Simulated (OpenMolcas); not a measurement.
Multiconfigurational calculation, with input and output: Ag²⁺ complex

- system: Ag²⁺ with 6 ligands (F; octahedron, 2.215 Å), embedded in KCdF3 by model potentials and point charges, whose field is part of the energies.
- method: state-averaged CASSCF, active space 9 electrons in the shell 4d, basis ANO-RCC-VTZP on the metal and ANO-RCC-VDZP on the ligands, DKH2 scalar Hamiltonian, spin-orbit coupling by RASSI with atomic mean-field integrals (OpenMolcas)

### Summary

| quantity | value |
| --- | --- |
| outcome | converged |
| energy of the lowest spin-free term | −5910.92728 hartree |
| energy of the lowest spin-orbit level | −5910.92921 hartree |
| largest spread among components of a term | 0.0 cm⁻¹ |
| hardware | 1 thread of Arm Neoverse V1, 24 GiB of memory available, shared host |
| wall time | 16 s |

### Remarks

Without dynamic correlation the splittings between terms come out too large, often by 20 to 50 %. Caveats: orbital doublet at a regular site, Jahn-Teller distortion not allowed for; the geometry is set by hand, with no relaxation.

### Input file
```
&GATEWAY
Basis set
Ag.ANO-RCC-VTZP.
Ag1 0.0 0.0 0.0 Angstrom
End of basis
Basis set
F.ANO-RCC-VDZP.
L1 2.215000 0.000000 0.000000 Angstrom
L2 0.000000 2.215000 0.000000 Angstrom
L3 0.000000 0.000000 2.215000 Angstrom
End of basis
Basis set
Cd.EMB-AIMP.Lopez-Moraza.11s7p.1s1p.ECP.KCdF3.
PseudoCharge
* 3 symmetry-unique lattice sites within 7.6 angstrom
End of basis
Basis set
K.EMB-AIMP.Lopez-Moraza.0s.0s.ECP.KCdF3.
PseudoCharge
* 16 symmetry-unique lattice sites within 7.6 angstrom
End of basis
Basis set
Cd.EMB-AIMP.Lopez-Moraza.0s.0s.ECP.KCdF3.
PseudoCharge
* 10 symmetry-unique lattice sites within 7.6 angstrom
End of basis
Basis set
F.EMB-AIMP.Lopez-Moraza.0s.0s.ECP.KCdF3.
PseudoCharge
* 27 symmetry-unique lattice sites within 7.6 angstrom
End of basis
Symmetry
XYZ
AngMom=0.0 0.0 0.0
AMFI
RICD
XField
1533 Angstrom 0
* Evjen-weighted lattice charges
&SEWARD
&RASSCF
FileOrb=start.orb
Symmetry=1
Spin=2
nActEl=9 0 0
Inactive=24 24
Ras2=5 0
CIRoot=5 5 1
SDav=5
CIMx=300
Iter=150 100
PrWF=0.3
OrbListing=Nothing
MaxOrb=0
LevShft=1.0
>>> COPY $Project.JobIph JOB001
&RASSI
NrOfJobIphs=1 5
1 2 3 4 5
IphNames
JOB001
EJob
SpinOrbit
DIPRint=1.0
SOCoupling=1000.0
Subsets=2
Property=9
'ANGMOM' 1 'ANGMOM' 2 'ANGMOM' 3 'MLTPL  1' 1 'MLTPL  1' 2 'MLTPL  1' 3
'AMFI' 1 'AMFI' 2 'AMFI' 3
SOProperty=3
'ANGMOM' 1 'ANGMOM' 2 'ANGMOM' 3
```

The file start.orb holds starting orbitals from an earlier step. A driver script formed the levels outside the program, from RASSI's spin-orbit matrix and the active-space energies, averaged over the components of each term or state.

Run as:
```bash
OMP_NUM_THREADS=1 MOLCAS_MEM=2457 MOLCAS_PROJECT=a pymolcas a.inp > a.log  # once for each step of the input, in one work folder
```

### Output (extracts)
```
--- SEWARD ---
Basis set label: AG.ANO-RCC...7S6P4D2F1G.

      Electronic valence basis set:
      ------------------
      Associated Effective Charge  47.000000 au
      Associated Actual Charge     47.000000 au
      Nuclear Model: Point charge

      Shell  nPrim  nBasis  Cartesian Spherical Contaminant
         s      21       7        X
         p      18       6        X
         d      13       4                 X
         f       6       2                 X
         g       4       1                 X
                  Relativistic Douglas-Kroll-Hess integrals:
                    - DKH order of Hamiltonian: 2
                    - DKH order of Properties : 0
                  Atomic mean-field integrals
--- RASSCF ---
Wave function specifications:
      -----------------------------

      Number of closed shell electrons          96
      Number of electrons in active shells       9
      Max number of holes in RAS1 space          0
      Max nr of electrons in RAS3 space          0
      Number of inactive orbitals               48
      Number of active orbitals                  5
      Number of secondary orbitals             123
      Spin quantum number                      0.5
      State symmetry                             1
Orbital specifications:
      -----------------------

      Symmetry species                           1   2
                                                ag  au
      Frozen orbitals                            0   0
      Inactive orbitals                         24  24
      Active orbitals                            5   0
      RAS1 orbitals                              0   0
      RAS2 orbitals                              5   0
      RAS3 orbitals                              0   0
      Secondary orbitals                        61  62
      Deleted orbitals                           0   0
      Number of basis functions                 90  86
      Number of CSFs                             5
      Number of root(s) required                 5
      Iter CI   SX   CI       RASSCF       Energy    max ROT     max BLB   max BLB  Level Ln srch  Step   QN
          iter iter root      energy       change     param      element    value   shift minimum  type update
 Nr of preliminary CI iterations:   1
      Total energies have been shifted. Add                -5000.00 au
        1   1   12    0  -910.19575573    0.00E+00  -5.73E-02   17  58 2 -3.12E-01*  1.35   0.00    SX    NO
        2   1   12    0  -910.81957243   -6.24E-01* -5.54E-02   24  78 2 -1.07E-01*  1.09   0.00    SX    NO
        3   1   11    0  -910.88836414   -6.88E-02* -3.27E-02   12  32 2  4.29E-02*  1.02   0.00    SX    NO
        4   1   11    0  -910.89808920   -9.73E-03* -1.88E-02   24  34 2  2.40E-02*  1.00   0.00    SX    NO
        5   1   10    0  -910.90066031   -2.57E-03* -2.07E-02   24  34 2  1.43E-02*  0.99   2.21    LS   YES
        6   1   10    0  -910.90176415   -1.10E-03*  5.14E-03   12  30 1  5.23E-03*  0.98   1.11    QN   YES
        7   1    9    0  -910.90196903   -2.05E-04*  4.24E-03   12  30 1  2.69E-03*  0.98   1.84    LS   YES
        8   1    9    0  -910.90202296   -5.39E-05* -1.21E-03   12  53 1 -1.66E-03*  0.97   1.02    QN   YES
        9   1    8    0  -910.90204400   -2.10E-05* -4.99E-04   24  69 2 -5.38E-04*  0.98   1.30    QN   YES
       10   1    8    0  -910.90204839   -4.39E-06* -1.60E-04   12  30 1  2.53E-04*  0.98   1.23    QN   YES
       11   1    7    0  -910.90204911   -7.16E-07* -9.47E-05   12  42 2 -1.11E-04*  0.98   1.31    QN   YES
       12   1    6    0  -910.90204922   -1.16E-07* -4.77E-05   26  64 1  4.37E-05   0.98   1.50    LS   YES
       13   1    6    0  -910.90204922   -2.35E-09   1.81E-05   24  78 2  5.55E-05   0.98   0.56    QN   YES
      Convergence after 13 iterations
       14   1    6    0  -910.90204924   -1.72E-08*  1.81E-05   24  78 2  1.45E-05   0.98   0.56    QN   YES
      Natural orbitals and occupation numbers for root  1
      sym 1:   2.000000   2.000000   1.000000   2.000000   2.000000
      Natural orbitals and occupation numbers for root  2
      sym 1:   2.000000   2.000000   2.000000   1.000000   2.000000
      Natural orbitals and occupation numbers for root  3
      sym 1:   1.000000   2.000000   2.000000   2.000000   2.000000
::    RASSCF root number  1 Total energy:  -5910.92728080
::    RASSCF root number  2 Total energy:  -5910.92728080
::    RASSCF root number  3 Total energy:  -5910.88522820
::    RASSCF root number  4 Total energy:  -5910.88522820
::    RASSCF root number  5 Total energy:  -5910.88522820
--- RASSI ---
SPIN-FREE ENERGIES:
  (Shifted by EMIN (a.u.) =      -5910.9272807997)

 SF State       Relative EMIN(au)   Rel lowest level(eV)    D:o, cm**(-1)

     1             0.0000000000        0.0000000000              0.0000
     2             0.0000000000        0.0000000000              0.0000
     3             0.0420525973        1.1443094682           9229.4783
     4             0.0420525973        1.1443094682           9229.4783
     5             0.0420525973        1.1443094682           9229.4783
     Dipole printing threshold changed to   1.00000000E+00
Eigenvalues of complex Hamiltonian:
   -----------------------------------
  (Shifted by EMIN (a.u.) =      -5910.9272807997)

 SO State       Relative EMIN(au)   Rel lowest level(eV)    D:o, cm**(-1)

     1            -0.0019245544        0.0000000000              0.0000
     2            -0.0019245544        0.0000000000              0.0000
     3            -0.0019245544        0.0000000000              0.0000
     4            -0.0019245544        0.0000000000              0.0000
     5             0.0342115353        0.9833130941           7930.9550
     6             0.0342115353        0.9833130941           7930.9550
     7             0.0478976828        1.3557321411          10934.7172
     8             0.0478976828        1.3557321411          10934.7172
     9             0.0478976828        1.3557321411          10934.7172
    10             0.0478976828        1.3557321411          10934.7172
Weights of the five most important spin-orbit-free states for each spin-orbit state.

 SO State  Total energy (au)           Spin-free states, spin, and weights
 -------------------------------------------------------------------------------------------------------
    1        -0.001925       2 0.5  0.9297    1 0.5  0.0317    5 0.5  0.0239    4 0.5  0.0118    3 0.5  0.0029
    2        -0.001925       2 0.5  0.8829    1 0.5  0.0784    5 0.5  0.0255    4 0.5  0.0072    3 0.5  0.0059
    3        -0.001925       1 0.5  0.9443    3 0.5  0.0231    2 0.5  0.0171    4 0.5  0.0141    5 0.5  0.0013
    4        -0.001925       1 0.5  0.8683    2 0.5  0.0930    3 0.5  0.0196    4 0.5  0.0183    5 0.5  0.0007
    5         0.034212       3 0.5  0.3333    4 0.5  0.3333    5 0.5  0.3333    2 0.5  0.0000    1 0.5  0.0000
    6         0.034212       3 0.5  0.3333    4 0.5  0.3333    5 0.5  0.3333    2 0.5  0.0000    1 0.5  0.0000
    7         0.047898       5 0.5  0.6409    3 0.5  0.1645    4 0.5  0.1560    2 0.5  0.0349    1 0.5  0.0038
    8         0.047898       4 0.5  0.4849    3 0.5  0.4764    1 0.5  0.0349    2 0.5  0.0038    5 0.5  0.0000
    9         0.047898       5 0.5  0.6409    3 0.5  0.1645    4 0.5  0.1560    2 0.5  0.0349    1 0.5  0.0038
   10         0.047898       4 0.5  0.4849    3 0.5  0.4764    1 0.5  0.0349    2 0.5  0.0038    5 0.5  0.0000
 -------------------------------------------------------------------------------------------------------
```

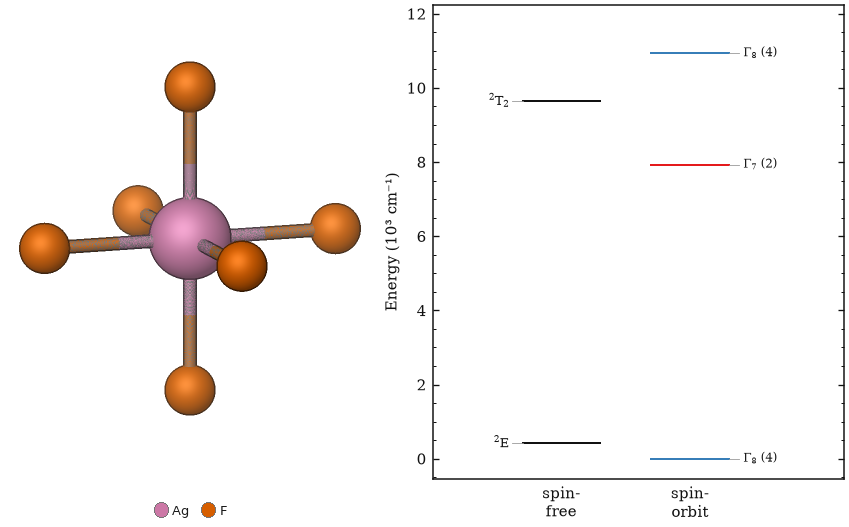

**Figure 1.** Ag²⁺ (4d⁹) as a dopant in KCdF₃, a cluster with its 6 nearest F⁻ at 2.215 Å (octahedron) embedded in model potentials and point charges; the geometry was set, not optimised, and its levels. Labels give the representation in O, Td, D4 or D3 as the site allows (double group for half-integer spin) where it could be assigned and, in brackets, the degeneracy; spin-free states, where drawn, share the zero of the spin-orbit levels. The ground level is Γ₈, 4-fold degenerate, 100 % from states of spin multiplicity 2. The next level lies at 7,930 cm⁻¹ (Γ₇). The lowest spin-free state is ²E, from the free-ion D term; of the same spin there follows at 9,230 cm⁻¹ (²T₂) above it. A ligand-field fit to the spin-free states gives |10Dq| = 9,230 cm⁻¹. The active orbitals hold 90 to 97 % metal character (Löwdin), and the Mulliken charge of the metal is +1.51.
